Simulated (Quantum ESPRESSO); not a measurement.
## KNi2S2: parallel and opposed starts

Wanted: the moments of KNi2S2 and the energy of each order that was tried.

Program: Quantum ESPRESSO 7.5. Level of theory: LDA with U = 6 eV on Ni d (ortho-atomic projectors); plane waves with GBRV 1.5 LDA potentials, no spin-orbit coupling. Results are calculated unless marked as measured.

## 1. Set-up

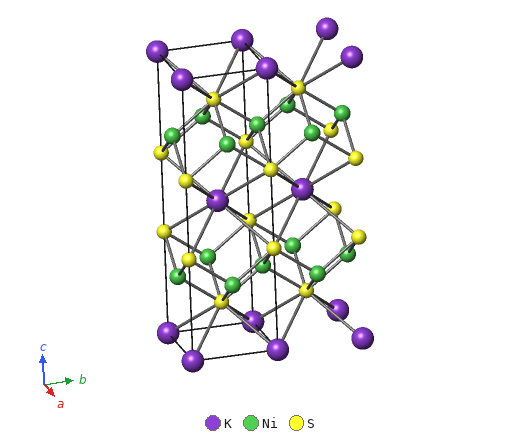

The starting structure, seen from a free direction (potassium purple, nickel green, sulfur yellow). 1×2×1 cells are drawn. This picture shows the conventional cell, with its axes. Some periodic images of atoms are drawn too.

The cell comes from the Crystallography Open Database.

## 2. Start 1: ferro ++

The signs are those of the starting moments on the seeded atoms, the atoms that are given a moment.

File pw.in:

```
&CONTROL
  calculation = 'scf'
  prefix = 'pwscf'
  outdir = './tmp'
  pseudo_dir = './pseudo'
  disk_io = 'nowf'
/
&SYSTEM
  ibrav = 0
  nat = 5
  ntyp = 3
  ecutwfc = 40
  ecutrho = 280
  nbnd = 40
  occupations = 'smearing'
  smearing = 'fd'
  degauss = 0.00367493
  nspin = 2
  starting_magnetization(1) = 0
  starting_magnetization(2) = 0.1111
  starting_magnetization(3) = 0
/
&ELECTRONS
  conv_thr = 1d-08
  electron_maxstep = 150
  mixing_beta = 0.3
/
ATOMIC_SPECIES
K      39.0983 k_lda_v1.4.uspp.F.UPF
Ni     58.6934 ni_lda_v1.4.uspp.F.UPF
S      32.0600 s_lda_v1.4.uspp.F.UPF
CELL_PARAMETERS angstrom
  -1.8955000000    1.8955000000    6.4145000000
   1.8955000000   -1.8955000000    6.4145000000
   1.8955000000    1.8955000000   -6.4145000000
ATOMIC_POSITIONS crystal
K       0.0000000000    0.0000000000    0.0000000000
Ni      0.7500000000    0.2500000000    0.5000000000
Ni      0.2500000000    0.7500000000    0.5000000000
S       0.3600000000    0.3600000000    0.0000000000
S       0.6400000000    0.6400000000    0.0000000000
K_POINTS automatic
8 8 8 0 0 0
HUBBARD {ortho-atomic}
U Ni-3d 6.0000
```

On the command line:

```
> OMP_NUM_THREADS=1 mpirun -n 4 pw.x -nk 4 -in pw.in > pw.out
```

What it wrote:

```text
Program PWSCF v.7.5 starts

     Message from routine setup:
     using ibrav=0 with symmetry is DISCOURAGED, use correct ibrav instead

     K-points division:     npool     =       4
     Subspace diagonalization in iterative solution of the eigenvalue problem:

     G-vector sticks info
     --------------------
     sticks:   dense  smooth     PW     G-vecs:    dense   smooth      PW
     Sum        2715    1565    561                49161    21333    4557

     Using Slab Decomposition

     bravais-lattice index     =            0
     lattice parameter (alat)  =      13.1376  a.u.
     unit-cell volume          =     622.1097 (a.u.)^3
     number of atoms/cell      =            5
     number of atomic types    =            3
     number of electrons       =        57.00
     number of Kohn-Sham states=           40
     kinetic-energy cutoff     =      40.0000  Ry
     charge density cutoff     =     280.0000  Ry
     scf convergence threshold =      1.0E-08
     mixing beta               =       0.3000
     number of iterations used =            8  plain     mixing
     Exchange-correlation=  SLA  PZ   NOGX NOGC
                           (   1   1   0   0   0   0   0)
     Hubbard projectors: ortho-atomic
     Hubbard parameters of DFT+U (Dudarev formulation) in eV:
     U(Ni-3d) =  6.0000

     Internal variables: lda_plus_u =T, lda_plus_u_kind = 0

     Internal variables: orbital_resolved =F, hub_pot_fix =F, apply_U = F

     celldm(1)=  13.137559  celldm(2)=   0.000000  celldm(3)=   0.000000
     celldm(4)=   0.000000  celldm(5)=   0.000000  celldm(6)=   0.000000

     crystal axes: (cart. coord. in units of alat)
               a(1) = (  -0.272652   0.272652   0.922671 )
               a(2) = (   0.272652  -0.272652   0.922671 )
               a(3) = (   0.272652   0.272652  -0.922671 )

     reciprocal axes: (cart. coord. in units 2 pi/alat)
               b(1) = ( -0.000000  1.833842  0.541905 )
               b(2) = (  1.833842 -0.000000  0.541905 )
               b(3) = (  1.833842  1.833842  0.000000 )

     PseudoPot. # 1 for K  read from file:
     k_lda_v1.4.uspp.F.UPF
     Pseudo is Ultrasoft + core correction, Zval =  9.0
     Generated by new atomic code, or converted to UPF format
     Using radial grid of  841 points,  6 beta functions with:
                l(1) =   0
                l(2) =   0
                l(3) =   1
                l(4) =   1
                l(5) =   2
                l(6) =   2
     Q(r) pseudized with  6 coefficients,  rinner =    1.500   1.500   1.500
                                                       1.500   1.500

     PseudoPot. # 2 for Ni read from file:
     ni_lda_v1.4.uspp.F.UPF
     Pseudo is Ultrasoft + core correction, Zval = 18.0
     Generated by new atomic code, or converted to UPF format
     Using radial grid of  865 points,  6 beta functions with:
                l(1) =   0
                l(2) =   0
                l(3) =   1
                l(4) =   1
                l(5) =   2
                l(6) =   2
     Q(r) pseudized with 10 coefficients,  rinner =    0.980   0.980   0.980
                                                       0.980   0.980

     PseudoPot. # 3 for S  read from file:
     s_lda_v1.4.uspp.F.UPF
     Pseudo is Ultrasoft + core correction, Zval =  6.0
     Generated by new atomic code, or converted to UPF format
     Using radial grid of  907 points,  6 beta functions with:
                l(1) =   0
                l(2) =   0
                l(3) =   1
                l(4) =   1
                l(5) =   2
                l(6) =   2
     Q(r) pseudized with  8 coefficients,  rinner =    1.300   1.300   1.300
                                                       1.300   1.300

     atomic species   valence    mass     pseudopotential
     K                 9.00    39.09830     K ( 1.00)
     Ni               18.00    58.69340     Ni( 1.00)
     S                 6.00    32.06000     S ( 1.00)

     Starting magnetic structure
     atomic species   magnetization
     K               0.000
     Ni              0.111
     S               0.000

     16 Sym. Ops., with inversion, found

   Cartesian axes

     site n.     atom                  positions (alat units)
         1        K      tau(   1) = (   0.0000000   0.0000000   0.0000000  )
         2        Ni     tau(   2) = (   0.0000000   0.2726516   0.4613356  )
         3        Ni     tau(   3) = (   0.2726516   0.0000000   0.4613356  )
         4        S      tau(   4) = (   0.0000000  -0.0000000   0.6643233  )
         5        S      tau(   5) = (   0.0000000   0.0000000   1.1810192  )

     number of k points=    59  Fermi-Dirac smearing, width (Ry)=  0.0037
                       cart. coord. in units 2pi/alat
        k(    1) = (   0.0000000   0.0000000   0.0000000), wk =   0.0019531
        k(    2) = (   0.2292303   0.2292303   0.0000000), wk =   0.0078125
        k(    3) = (   0.4584606   0.4584606   0.0000000), wk =   0.0078125
        k(    4) = (   0.6876909   0.6876909   0.0000000), wk =   0.0078125
        k(    5) = (  -0.9169212  -0.9169212   0.0000000), wk =   0.0039062
        [... 54 further k-points ...]

     Dense  grid:    49161 G-vectors     FFT dimensions: (  72,  72,  72)

     Smooth grid:    21333 G-vectors     FFT dimensions: (  54,  54,  54)

     Check: negative core charge=   -0.000007
     Generating pointlists ...
     new r_m :   0.1915 (alat units)  2.5153 (a.u.) for type    1
     new r_m :   0.1402 (alat units)  1.8421 (a.u.) for type    2
     new r_m :   0.1402 (alat units)  1.8421 (a.u.) for type    3

     Initial potential from superposition of free atoms

     starting charge      52.4971, renormalised to      57.0000

     STARTING HUBBARD OCCUPATIONS:

     =================== HUBBARD OCCUPATIONS ===================
     ------------------------ ATOM    2 ------------------------
     Tr[ns(  2)] (up, down, total) =   5.00000  3.00000  8.00000
     Atomic magnetic moment for atom   2 =   2.00000
     [... lines left out ...]
     ------------------------ ATOM    3 ------------------------
     Tr[ns(  3)] (up, down, total) =   5.00000  3.00000  8.00000
     Atomic magnetic moment for atom   3 =   2.00000
     [... lines left out ...]
     Number of occupied Hubbard levels =   16.0000

     Atomic wfc used for Hubbard projectors are orthogonalized

     Starting wfcs are   42 randomized atomic wfcs

     Self-consistent Calculation

     iteration #  1     ecut=    40.00 Ry     beta= 0.30
     Davidson diagonalization with overlap
     ethr =  1.00E-02,  avg # of iterations =  7.6

     =================== HUBBARD OCCUPATIONS ===================
     ------------------------ ATOM    2 ------------------------
     Tr[ns(  2)] (up, down, total) =   1.80633  0.73580  2.54213
     Atomic magnetic moment for atom   2 =   1.07053
     [... lines left out ...]
     ------------------------ ATOM    3 ------------------------
     Tr[ns(  3)] (up, down, total) =   1.80633  0.73580  2.54213
     Atomic magnetic moment for atom   3 =   1.07053
     [... lines left out ...]
     Number of occupied Hubbard levels =    5.0843

     total energy              =    -765.48566670 Ry
     estimated scf accuracy    <      79.50419129 Ry

     total magnetization       =     1.96 Bohr mag/cell
     absolute magnetization    =     2.40 Bohr mag/cell

     iteration #  2     ecut=    40.00 Ry     beta= 0.30
     Davidson diagonalization with overlap
     ethr =  1.00E-02,  avg # of iterations =  4.6

     total energy              =    -788.01764230 Ry
     estimated scf accuracy    <      49.21264907 Ry

     total magnetization       =     0.23 Bohr mag/cell
     absolute magnetization    =     0.27 Bohr mag/cell

     iteration #  3     ecut=    40.00 Ry     beta= 0.30
     Davidson diagonalization with overlap
     ethr =  1.00E-02,  avg # of iterations =  2.2

     total energy              =    -789.52921576 Ry
     estimated scf accuracy    <       8.99799292 Ry

     total magnetization       =     0.63 Bohr mag/cell
     absolute magnetization    =     0.69 Bohr mag/cell

     [... further iterations left out ...]

     iteration # 25     ecut=    40.00 Ry     beta= 0.30
     Davidson diagonalization with overlap
     ethr =  2.12E-08,  avg # of iterations =  2.0

     total energy              =    -791.29156022 Ry
     estimated scf accuracy    <       0.00000013 Ry

     total magnetization       =     2.99 Bohr mag/cell
     absolute magnetization    =     3.10 Bohr mag/cell

     iteration # 26     ecut=    40.00 Ry     beta= 0.30
     Davidson diagonalization with overlap
     ethr =  2.24E-10,  avg # of iterations =  6.2

     total energy              =    -791.29156051 Ry
     estimated scf accuracy    <       0.00000009 Ry

     total magnetization       =     2.99 Bohr mag/cell
     absolute magnetization    =     3.10 Bohr mag/cell

     iteration # 27     ecut=    40.00 Ry     beta= 0.30
     Davidson diagonalization with overlap
     ethr =  1.66E-10,  avg # of iterations =  1.1

     total energy              =    -791.29156050 Ry
     estimated scf accuracy    <       0.00000004 Ry

     total magnetization       =     2.99 Bohr mag/cell
     absolute magnetization    =     3.10 Bohr mag/cell

     iteration # 28     ecut=    40.00 Ry     beta= 0.30
     Davidson diagonalization with overlap
     ethr =  6.25E-11,  avg # of iterations =  1.5

     Magnetic moment per site  (integrated on atomic sphere of radius R)
     atom   1 (R=0.191)  charge=  7.9574  magn=  0.0196
     atom   2 (R=0.140)  charge= 16.4081  magn=  1.0957
     atom   3 (R=0.140)  charge= 16.4081  magn=  1.0957
     atom   4 (R=0.140)  charge=  3.9510  magn=  0.2723
     atom   5 (R=0.140)  charge=  3.9510  magn=  0.2723

     End of self-consistent calculation

     =================== HUBBARD OCCUPATIONS ===================
     ------------------------ ATOM    2 ------------------------
     Tr[ns(  2)] (up, down, total) =   4.87818  3.79924  8.67742
     Atomic magnetic moment for atom   2 =   1.07893
     [... lines left out ...]
     ------------------------ ATOM    3 ------------------------
     Tr[ns(  3)] (up, down, total) =   4.87818  3.79924  8.67742
     Atomic magnetic moment for atom   3 =   1.07893
     [... lines left out ...]
     Number of occupied Hubbard levels =   17.3548

     Number of k-points >= 100: set verbosity='high' to print the bands.

     the Fermi energy is     8.2242 ev

!    total energy              =    -791.29156052 Ry
     estimated scf accuracy    <          3.6E-09 Ry
     smearing contrib. (-TS)   =      -0.00231826 Ry
     internal energy E=F+TS    =    -791.28924226 Ry

     The total energy is F=E-TS. E is the sum of the following terms:
     one-electron contribution =    -744.95679873 Ry
     hartree contribution      =     394.80658647 Ry
     xc contribution           =     -96.06461722 Ry
     ewald contribution        =    -345.49353848 Ry
     Hubbard energy            =       0.41912569 Ry

     total magnetization       =     2.99 Bohr mag/cell
     absolute magnetization    =     3.10 Bohr mag/cell

     convergence has been achieved in  28 iterations

=------------------------------------------------------------------------------=
   JOB DONE.
=------------------------------------------------------------------------------=
```

Run time: 6.4 min. Hardware: 4 MPI ranks of Arm Neoverse V2, shared host; peak memory 0.77 GiB.

Spin moment in the atom's sphere by atom:

| atom | spin moment in the atom's sphere (μB) |
| --- | --- |
| K1 | 0.02 |
| Ni2 | 1.10 |
| Ni3 | 1.10 |
| S4 | 0.27 |
| S5 | 0.27 |

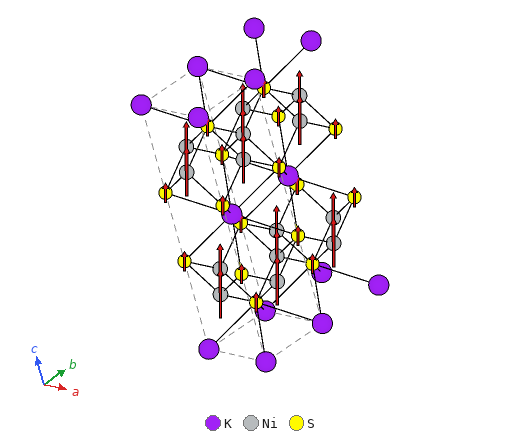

Spin moment in the atom's sphere as arrows, the longest 1.10 μB. Up and down stand for the sign. Arrows give size and sign along the axis of quantisation, drawn up and down the page. Each arrow also spans its atom, so small moments look longer than they are. 1×2×1 conventional cells are drawn. Some periodic images of atoms are drawn too.

Read from the output:

- smearing term TS: 0.03154 eV
- net moment: 2.991 μB
- integrated |m|: 3.103 μB
- final state: ferromagnetic

[end of part 1 of 2]

[Logs and program files are shortened in this print: banners, set-up blocks, solver, clock and traceback lines can be left out without a mark of their own.]

[Logs are printed without paths, hosts, clocks, repeated set-up lines and the standing remarks that a program may print on its own settings, such as how far it seeks lower states.]

[Hosts, paths, dates, database ids (printed as entryN), source tags and the programs' standing remarks are cut or masked in the printed files.]

[Where a cell is said to come from a database of computed structures, the database is the Materials Project.]
